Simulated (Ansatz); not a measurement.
**SiH$_{5}$OF: molecular dynamics (part 1 of 3)**

- system: SiH$_{5}$OF
- method: RKS PBE-D4/def2-TZVP (Ansatz 0.2.0)

It belongs to a series of runs on one base structure; here: dynamics from the highest image of the converged band. Figures and captions count atoms from 1; the log counts them from 0 in places.

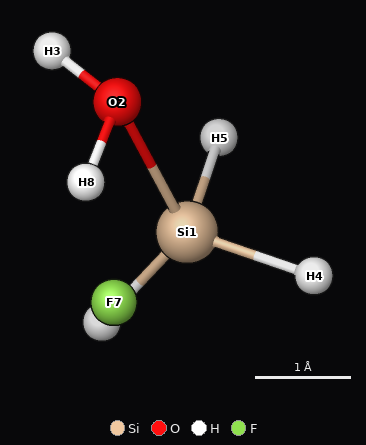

The structure as given in the input (ball-and-stick view, seen at a tilt; atoms are numbered from 1 in the order of the input). Bond lengths as drawn: H–O 0.97 to 1.11 Å, H–Si 1.49 to 1.52 Å and O–Si 1.87 Å.

Summary

```tsv
quantity	value
outcome	finished
mean temperature over the second half	890 K
trajectory	200 steps, 100 fs
ensemble	nve
temperature in the input	100.0 K
time step	0.5 fs
potential energy (last step)	−12717.3477 eV
mean-field energy (last step)	−12717.2632 eV
largest force (length of the vector) (last step)	0.522 eV/Å
hardware	4 threads of Arm Neoverse V1, 24 GiB of memory available, shared host
wall time	2.5 min (CPU time 9.2 min)
peak memory	0.19 GiB
```

So short a trajectory is not equilibrated.

The input
```yaml
crystal:
  periodic: [false, false, false]
  atoms:
    - { symbol: Si, position_ang: [0.083726, -0.128118, -0.00883] }
    - { symbol: O, position_ang: [0.061272, -0.112154, 1.862713] }
    - { symbol: H, position_ang: [-0.819662, -0.095992, 2.275674] }
    - { symbol: H, position_ang: [1.364736, 0.340018, -0.598338] }
    - { symbol: H, position_ang: [-0.788055, 1.11089, -0.038231] }
    - { symbol: H, position_ang: [-0.7586, -1.108412, -0.753479] }
    - { symbol: F, position_ang: [1.045427, -1.695052, 0.697484] }
    - { symbol: H, position_ang: [0.552056, -1.096782, 1.739906] }
basis:
  gaussian: { orbitals: def2-TZVP }
hamiltonian:
  xc: pbe
  dispersion: d4
md:
  timestep: 0.5
  n_steps: 200
  ensemble: nve
  temperature: 100.0
  initial_velocities: maxwell_boltzmann
  seed: 5081
```

Command:
```bash
ansatz run input.yaml --threads 4 --pin off --max-ram 5120MiB --backend cpu --events-out ev --progress --plain --runs-dir out
```

What the program printed
```
Engine: ansatz 0.2.0, aarch64-unknown-linux-gnu
Functional definition: PBE
  parameter kappa = 0.804
  parameter beta = 0.06672455060314922
  exchange = pbe_x(kappa = kappa, mu = beta*pi^2/3)
  correlation = pbe_c(beta = beta)
779 factors; their error is unknown
mean field evaluation 1: about -12711.1526 eV, gradient 6.0e1 eV
mean field evaluation 2: about -12695.8344 eV, gradient 1.1e2 eV
mean field evaluation 4: about -12716.6334 eV, gradient 4.2e0 eV
mean field evaluation 8: about -12716.6521 eV, gradient 2.8e-1 eV
mean field -12716.65214345 eV, -467.3283466152 hartree, gradient 6.3e-5 eV, S^2 0.000000; 0 other end points of the search recorded, 0 dependent functions left out
the calculation of the forces begins
reference -12716.65217781 eV, -467.3283478779 hartree; 18, 18 occupied and 111, 111 virtual orbitals, 779 factors
md step     0: t =     0.00 fs  T =   100.0 K  F+E_penalty+E_count = -12716.75366966 eV  E_kin = 0.077556 eV  conserved = -12716.67611366 eV  (25 SCF iters)
these checks for a lower state are left out or cut short: starts, cluster_reference, orbital_swaps, neighbouring_geometries, increment
779 factors; their error is unknown
mean field evaluation 16: about -12716.6639 eV, gradient 5.6e-1 eV
mean field -12716.65146327 eV, -467.3283216193 hartree, gradient 2.0e-5 eV, S^2 0.000000; 0 other end points of the search recorded, 0 dependent functions left out
the calculation of the forces begins
reference -12716.65149762 eV, -467.3283228817 hartree; 18, 18 occupied and 111, 111 virtual orbitals, 779 factors
md step     1: t =     0.50 fs  T =    99.1 K  F+E_penalty+E_count = -12716.75298540 eV  E_kin = 0.076874 eV  conserved = -12716.67611125 eV  (31 SCF iters)
[... from here on the SCF iterations and repeated set-up lines of each step are left out, up to the last step ...]
md step     2: t =     1.00 fs  T =    96.6 K  F+E_penalty+E_count = -12716.75100375 eV  E_kin = 0.074902 eV  conserved = -12716.67610223 eV  (31 SCF iters)
md step     3: t =     1.50 fs  T =    92.6 K  F+E_penalty+E_count = -12716.74787250 eV  E_kin = 0.071785 eV  conserved = -12716.67608770 eV  (31 SCF iters)
md step     4: t =     2.00 fs  T =    87.4 K  F+E_penalty+E_count = -12716.74382638 eV  E_kin = 0.067757 eV  conserved = -12716.67606950 eV  (31 SCF iters)
md step     5: t =     2.50 fs  T =    81.4 K  F+E_penalty+E_count = -12716.73915848 eV  E_kin = 0.063109 eV  conserved = -12716.67604976 eV  (30 SCF iters)
md step     6: t =     3.00 fs  T =    75.0 K  F+E_penalty+E_count = -12716.73418620 eV  E_kin = 0.058156 eV  conserved = -12716.67603051 eV  (31 SCF iters)
md step     7: t =     3.50 fs  T =    68.6 K  F+E_penalty+E_count = -12716.72921715 eV  E_kin = 0.053203 eV  conserved = -12716.67601398 eV  (31 SCF iters)
md step     8: t =     4.00 fs  T =    62.6 K  F+E_penalty+E_count = -12716.72451740 eV  E_kin = 0.048516 eV  conserved = -12716.67600147 eV  (31 SCF iters)
md step     9: t =     4.50 fs  T =    57.1 K  F+E_penalty+E_count = -12716.72028882 eV  E_kin = 0.044295 eV  conserved = -12716.67599383 eV  (31 SCF iters)
md step    10: t =     5.00 fs  T =    52.4 K  F+E_penalty+E_count = -12716.71665594 eV  E_kin = 0.040665 eV  conserved = -12716.67599110 eV  (31 SCF iters)
md step    11: t =     5.50 fs  T =    48.6 K  F+E_penalty+E_count = -12716.71366484 eV  E_kin = 0.037672 eV  conserved = -12716.67599264 eV  (31 SCF iters)
md step    12: t =     6.00 fs  T =    45.5 K  F+E_penalty+E_count = -12716.71129321 eV  E_kin = 0.035296 eV  conserved = -12716.67599721 eV  (31 SCF iters)
md step    13: t =     6.50 fs  T =    43.2 K  F+E_penalty+E_count = -12716.70946949 eV  E_kin = 0.033466 eV  conserved = -12716.67600327 eV  (31 SCF iters)
md step    14: t =     7.00 fs  T =    41.4 K  F+E_penalty+E_count = -12716.70809758 eV  E_kin = 0.032088 eV  conserved = -12716.67600941 eV  (31 SCF iters)
md step    15: t =     7.50 fs  T =    40.1 K  F+E_penalty+E_count = -12716.70708113 eV  E_kin = 0.031067 eV  conserved = -12716.67601400 eV  (31 SCF iters)
md step    16: t =     8.00 fs  T =    39.1 K  F+E_penalty+E_count = -12716.70634545 eV  E_kin = 0.030329 eV  conserved = -12716.67601642 eV  (29 SCF iters)
md step    17: t =     8.50 fs  T =    38.5 K  F+E_penalty+E_count = -12716.70584943 eV  E_kin = 0.029833 eV  conserved = -12716.67601654 eV  (31 SCF iters)
md step    18: t =     9.00 fs  T =    38.1 K  F+E_penalty+E_count = -12716.70558830 eV  E_kin = 0.029573 eV  conserved = -12716.67601490 eV  (30 SCF iters)
md step    19: t =     9.50 fs  T =    38.1 K  F+E_penalty+E_count = -12716.70558552 eV  E_kin = 0.029573 eV  conserved = -12716.67601246 eV  (30 SCF iters)
md step    20: t =    10.00 fs  T =    38.5 K  F+E_penalty+E_count = -12716.70587728 eV  E_kin = 0.029867 eV  conserved = -12716.67601041 eV  (31 SCF iters)
md step    21: t =    10.50 fs  T =    39.3 K  F+E_penalty+E_count = -12716.70649322 eV  E_kin = 0.030483 eV  conserved = -12716.67600996 eV  (31 SCF iters)
md step    22: t =    11.00 fs  T =    40.5 K  F+E_penalty+E_count = -12716.70743846 eV  E_kin = 0.031427 eV  conserved = -12716.67601179 eV  (31 SCF iters)
md step    23: t =    11.50 fs  T =    42.1 K  F+E_penalty+E_count = -12716.70868203 eV  E_kin = 0.032666 eV  conserved = -12716.67601609 eV  (31 SCF iters)
md step    24: t =    12.00 fs  T =    44.0 K  F+E_penalty+E_count = -12716.71015366 eV  E_kin = 0.034131 eV  conserved = -12716.67602250 eV  (31 SCF iters)
md step    25: t =    12.50 fs  T =    46.1 K  F+E_penalty+E_count = -12716.71174951 eV  E_kin = 0.035719 eV  conserved = -12716.67603022 eV  (31 SCF iters)
md step    26: t =    13.00 fs  T =    48.1 K  F+E_penalty+E_count = -12716.71334459 eV  E_kin = 0.037306 eV  conserved = -12716.67603824 eV  (31 SCF iters)
md step    27: t =    13.50 fs  T =    50.0 K  F+E_penalty+E_count = -12716.71480880 eV  E_kin = 0.038763 eV  conserved = -12716.67604554 eV  (31 SCF iters)
md step    28: t =    14.00 fs  T =    51.5 K  F+E_penalty+E_count = -12716.71602365 eV  E_kin = 0.039972 eV  conserved = -12716.67605117 eV  (31 SCF iters)
md step    29: t =    14.50 fs  T =    52.7 K  F+E_penalty+E_count = -12716.71689747 eV  E_kin = 0.040843 eV  conserved = -12716.67605448 eV  (31 SCF iters)
md step    30: t =    15.00 fs  T =    53.3 K  F+E_penalty+E_count = -12716.71737769 eV  E_kin = 0.041323 eV  conserved = -12716.67605461 eV  (31 SCF iters)
md step    31: t =    15.50 fs  T =    53.4 K  F+E_penalty+E_count = -12716.71746133 eV  E_kin = 0.041410 eV  conserved = -12716.67605127 eV  (31 SCF iters)
md step    32: t =    16.00 fs  T =    53.1 K  F+E_penalty+E_count = -12716.71720100 eV  E_kin = 0.041157 eV  conserved = -12716.67604434 eV  (31 SCF iters)
md step    33: t =    16.50 fs  T =    52.4 K  F+E_penalty+E_count = -12716.71670706 eV  E_kin = 0.040673 eV  conserved = -12716.67603401 eV  (31 SCF iters)
md step    34: t =    17.00 fs  T =    51.7 K  F+E_penalty+E_count = -12716.71614360 eV  E_kin = 0.040123 eV  conserved = -12716.67602103 eV  (31 SCF iters)
md step    35: t =    17.50 fs  T =    51.2 K  F+E_penalty+E_count = -12716.71571647 eV  E_kin = 0.039710 eV  conserved = -12716.67600672 eV  (28 SCF iters)
md step    36: t =    18.00 fs  T =    51.1 K  F+E_penalty+E_count = -12716.71565260 eV  E_kin = 0.039660 eV  conserved = -12716.67599284 eV  (30 SCF iters)
md step    37: t =    18.50 fs  T =    51.8 K  F+E_penalty+E_count = -12716.71617214 eV  E_kin = 0.040191 eV  conserved = -12716.67598134 eV  (30 SCF iters)
md step    38: t =    19.00 fs  T =    53.5 K  F+E_penalty+E_count = -12716.71745741 eV  E_kin = 0.041483 eV  conserved = -12716.67597409 eV  (31 SCF iters)
md step    39: t =    19.50 fs  T =    56.3 K  F+E_penalty+E_count = -12716.71962439 eV  E_kin = 0.043652 eV  conserved = -12716.67597235 eV  (31 SCF iters)
md step    40: t =    20.00 fs  T =    60.2 K  F+E_penalty+E_count = -12716.72270367 eV  E_kin = 0.046727 eV  conserved = -12716.67597626 eV  (31 SCF iters)
md step    41: t =    20.50 fs  T =    65.3 K  F+E_penalty+E_count = -12716.72663650 eV  E_kin = 0.050651 eV  conserved = -12716.67598519 eV  (31 SCF iters)
md step    42: t =    21.00 fs  T =    71.3 K  F+E_penalty+E_count = -12716.73128611 eV  E_kin = 0.055289 eV  conserved = -12716.67599750 eV  (31 SCF iters)
md step    43: t =    21.50 fs  T =    77.9 K  F+E_penalty+E_count = -12716.73646318 eV  E_kin = 0.060452 eV  conserved = -12716.67601107 eV  (31 SCF iters)
md step    44: t =    22.00 fs  T =    85.0 K  F+E_penalty+E_count = -12716.74195858 eV  E_kin = 0.065935 eV  conserved = -12716.67602380 eV  (31 SCF iters)
md step    45: t =    22.50 fs  T =    92.2 K  F+E_penalty+E_count = -12716.74757619 eV  E_kin = 0.071542 eV  conserved = -12716.67603401 eV  (31 SCF iters)
md step    46: t =    23.00 fs  T =    99.4 K  F+E_penalty+E_count = -12716.75315940 eV  E_kin = 0.077119 eV  conserved = -12716.67604067 eV  (31 SCF iters)
md step    47: t =    23.50 fs  T =   106.5 K  F+E_penalty+E_count = -12716.75860722 eV  E_kin = 0.082564 eV  conserved = -12716.67604342 eV  (31 SCF iters)
md step    48: t =    24.00 fs  T =   113.3 K  F+E_penalty+E_count = -12716.76387969 eV  E_kin = 0.087837 eV  conserved = -12716.67604249 eV  (31 SCF iters)
md step    49: t =    24.50 fs  T =   119.9 K  F+E_penalty+E_count = -12716.76899414 eV  E_kin = 0.092956 eV  conserved = -12716.67603850 eV  (31 SCF iters)
md step    50: t =    25.00 fs  T =   126.3 K  F+E_penalty+E_count = -12716.77401553 eV  E_kin = 0.097983 eV  conserved = -12716.67603230 eV  (31 SCF iters)
md step    51: t =    25.50 fs  T =   132.8 K  F+E_penalty+E_count = -12716.77904342 eV  E_kin = 0.103019 eV  conserved = -12716.67602458 eV  (31 SCF iters)
md step    52: t =    26.00 fs  T =   139.5 K  F+E_penalty+E_count = -12716.78419918 eV  E_kin = 0.108183 eV  conserved = -12716.67601654 eV  (31 SCF iters)
md step    53: t =    26.50 fs  T =   146.5 K  F+E_penalty+E_count = -12716.78961109 eV  E_kin = 0.113602 eV  conserved = -12716.67600890 eV  (31 SCF iters)
md step    54: t =    27.00 fs  T =   154.0 K  F+E_penalty+E_count = -12716.79540117 eV  E_kin = 0.119399 eV  conserved = -12716.67600252 eV  (28 SCF iters)
md step    55: t =    27.50 fs  T =   162.0 K  F+E_penalty+E_count = -12716.80167146 eV  E_kin = 0.125673 eV  conserved = -12716.67599818 eV  (31 SCF iters)
md step    56: t =    28.00 fs  T =   170.8 K  F+E_penalty+E_count = -12716.80849208 eV  E_kin = 0.132496 eV  conserved = -12716.67599642 eV  (31 SCF iters)
md step    57: t =    28.50 fs  T =   180.4 K  F+E_penalty+E_count = -12716.81589308 eV  E_kin = 0.139896 eV  conserved = -12716.67599732 eV  (31 SCF iters)
md step    58: t =    29.00 fs  T =   190.7 K  F+E_penalty+E_count = -12716.82386288 eV  E_kin = 0.147862 eV  conserved = -12716.67600062 eV  (31 SCF iters)
md step    59: t =    29.50 fs  T =   201.6 K  F+E_penalty+E_count = -12716.83235418 eV  E_kin = 0.156349 eV  conserved = -12716.67600533 eV  (31 SCF iters)
md step    60: t =    30.00 fs  T =   213.1 K  F+E_penalty+E_count = -12716.84129812 eV  E_kin = 0.165288 eV  conserved = -12716.67601034 eV  (31 SCF iters)
md step    61: t =    30.50 fs  T =   225.1 K  F+E_penalty+E_count = -12716.85062248 eV  E_kin = 0.174608 eV  conserved = -12716.67601450 eV  (31 SCF iters)
md step    62: t =    31.00 fs  T =   237.6 K  F+E_penalty+E_count = -12716.86027002 eV  E_kin = 0.184253 eV  conserved = -12716.67601693 eV  (31 SCF iters)
md step    63: t =    31.50 fs  T =   250.4 K  F+E_penalty+E_count = -12716.87021219 eV  E_kin = 0.194195 eV  conserved = -12716.67601723 eV  (30 SCF iters)
md step    64: t =    32.00 fs  T =   263.6 K  F+E_penalty+E_count = -12716.88045482 eV  E_kin = 0.204439 eV  conserved = -12716.67601570 eV  (30 SCF iters)
md step    65: t =    32.50 fs  T =   277.2 K  F+E_penalty+E_count = -12716.89103454 eV  E_kin = 0.215022 eV  conserved = -12716.67601301 eV  (31 SCF iters)
md step    66: t =    33.00 fs  T =   291.4 K  F+E_penalty+E_count = -12716.90200784 eV  E_kin = 0.225998 eV  conserved = -12716.67601005 eV  (31 SCF iters)
md step    67: t =    33.50 fs  T =   306.1 K  F+E_penalty+E_count = -12716.91343566 eV  E_kin = 0.237428 eV  conserved = -12716.67600783 eV  (31 SCF iters)
md step    68: t =    34.00 fs  T =   321.5 K  F+E_penalty+E_count = -12716.92536705 eV  E_kin = 0.249360 eV  conserved = -12716.67600734 eV  (31 SCF iters)
md step    69: t =    34.50 fs  T =   337.6 K  F+E_penalty+E_count = -12716.93782435 eV  E_kin = 0.261815 eV  conserved = -12716.67600921 eV  (31 SCF iters)
md step    70: t =    35.00 fs  T =   354.3 K  F+E_penalty+E_count = -12716.95079281 eV  E_kin = 0.274779 eV  conserved = -12716.67601379 eV  (31 SCF iters)
md step    71: t =    35.50 fs  T =   371.6 K  F+E_penalty+E_count = -12716.96421450 eV  E_kin = 0.288193 eV  conserved = -12716.67602118 eV  (31 SCF iters)
md step    72: t =    36.00 fs  T =   389.3 K  F+E_penalty+E_count = -12716.97798705 eV  E_kin = 0.301956 eV  conserved = -12716.67603119 eV  (31 SCF iters)
md step    73: t =    36.50 fs  T =   407.3 K  F+E_penalty+E_count = -12716.99196683 eV  E_kin = 0.315923 eV  conserved = -12716.67604336 eV  (28 SCF iters)
md step    74: t =    37.00 fs  T =   425.4 K  F+E_penalty+E_count = -12717.00597673 eV  E_kin = 0.329920 eV  conserved = -12716.67605684 eV  (31 SCF iters, 3 dispersion substeps)
md step    75: t =    37.50 fs  T =   443.2 K  F+E_penalty+E_count = -12717.01981911 eV  E_kin = 0.343748 eV  conserved = -12716.67607068 eV  (31 SCF iters, 3 dispersion substeps)
md step    76: t =    38.00 fs  T =   460.6 K  F+E_penalty+E_count = -12717.03329267 eV  E_kin = 0.357209 eV  conserved = -12716.67608347 eV  (31 SCF iters, 3 dispersion substeps)
md step    77: t =    38.50 fs  T =   477.2 K  F+E_penalty+E_count = -12717.04621328 eV  E_kin = 0.370120 eV  conserved = -12716.67609371 eV  (31 SCF iters, 3 dispersion substeps)
md step    78: t =    39.00 fs  T =   493.0 K  F+E_penalty+E_count = -12717.05843555 eV  E_kin = 0.382335 eV  conserved = -12716.67610058 eV  (31 SCF iters, 3 dispersion substeps)
md step    79: t =    39.50 fs  T =   507.7 K  F+E_penalty+E_count = -12717.06986927 eV  E_kin = 0.393766 eV  conserved = -12716.67610340 eV  (31 SCF iters, 3 dispersion substeps)
md step    80: t =    40.00 fs  T =   521.4 K  F+E_penalty+E_count = -12717.08048937 eV  E_kin = 0.404387 eV  conserved = -12716.67610214 eV  (31 SCF iters, 3 dispersion substeps)
md step    81: t =    40.50 fs  T =   534.1 K  F+E_penalty+E_count = -12717.09033498 eV  E_kin = 0.414237 eV  conserved = -12716.67609748 eV  (31 SCF iters, 3 dispersion substeps)
md step    82: t =    41.00 fs  T =   545.9 K  F+E_penalty+E_count = -12717.09949768 eV  E_kin = 0.423407 eV  conserved = -12716.67609059 eV  (31 SCF iters, 3 dispersion substeps)
md step    83: t =    41.50 fs  T =   557.0 K  F+E_penalty+E_count = -12717.10810171 eV  E_kin = 0.432019 eV  conserved = -12716.67608301 eV  (31 SCF iters, 3 dispersion substeps)
md step    84: t =    42.00 fs  T =   567.6 K  F+E_penalty+E_count = -12717.11627990 eV  E_kin = 0.440204 eV  conserved = -12716.67607607 eV  (31 SCF iters, 3 dispersion substeps)
md step    85: t =    42.50 fs  T =   577.8 K  F+E_penalty+E_count = -12717.12415191 eV  E_kin = 0.448081 eV  conserved = -12716.67607086 eV  (31 SCF iters, 3 dispersion substeps)
md step    86: t =    43.00 fs  T =   587.6 K  F+E_penalty+E_count = -12717.13180805 eV  E_kin = 0.455740 eV  conserved = -12716.67606778 eV  (31 SCF iters, 3 dispersion substeps)
md step    87: t =    43.50 fs  T =   597.3 K  F+E_penalty+E_count = -12717.13930277 eV  E_kin = 0.463236 eV  conserved = -12716.67606661 eV  (31 SCF iters, 3 dispersion substeps)
md step    88: t =    44.00 fs  T =   606.8 K  F+E_penalty+E_count = -12717.14665766 eV  E_kin = 0.470591 eV  conserved = -12716.67606673 eV  (31 SCF iters, 3 dispersion substeps)
md step    89: t =    44.50 fs  T =   616.1 K  F+E_penalty+E_count = -12717.15387225 eV  E_kin = 0.477805 eV  conserved = -12716.67606722 eV  (31 SCF iters, 3 dispersion substeps)
md step    90: t =    45.00 fs  T =   625.2 K  F+E_penalty+E_count = -12717.16093922 eV  E_kin = 0.484872 eV  conserved = -12716.67606708 eV  (31 SCF iters, 3 dispersion substeps)
```
